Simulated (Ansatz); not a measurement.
The figure comes from a scan of Ni3Si (Cu3Au type): volume and axial ratio are varied about the relaxed values (subscript 0). Level of theory: r2SCAN (plane waves to 500 eV, PAW, scalar-relativistic; Ansatz, a quantum-chemistry and plane-wave program). k mesh 13×13×13 (Γ-centred), Fermi-Dirac smearing 0.05 eV. The energy includes the smearing's −TS. With partly filled bands, the response to shear is sensitive to the k mesh, so small differences along c/a are uncertain. At this level the bands of Ni3Si touch or barely overlap. Ni3Si is run without spin polarisation. Ni3Si was relaxed with its symmetry unable to fall. ΔE is measured from the relaxed starting cell.

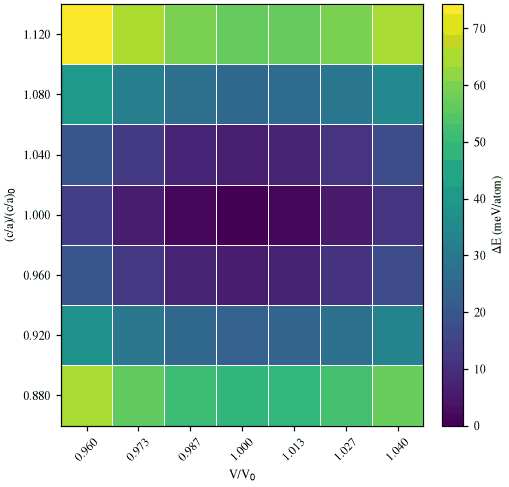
Figure. ΔE (meV/atom), one tile a computed point.

**Question.** Turn the plot into a table (rounded to what can be read).

**Answer.** To the nearest 10:

ΔE (meV/atom), with V/V₀ across and (c/a)/(c/a)₀ down:

```
(c/a)/(c/a)₀ \ V/V₀  0.960  0.973  0.987  1.000  1.013  1.027  1.040
-------------------  -----  -----  -----  -----  -----  -----  -----
0.880                   60     60     50     50     50     50     60
0.920                   40     30     20     20     20     30     30
0.960                   20     10     10     10     10     10     20
1.000                   10     10      0      0      0     10     10
1.040                   20     10     10     10     10     10     20
1.080                   40     30     30     20     30     30     30
1.120                   70     70     60     60     60     60     60
```

(A scan under strain: stresses follow from slopes of the energy per volume, elastic moduli from its curvatures.)
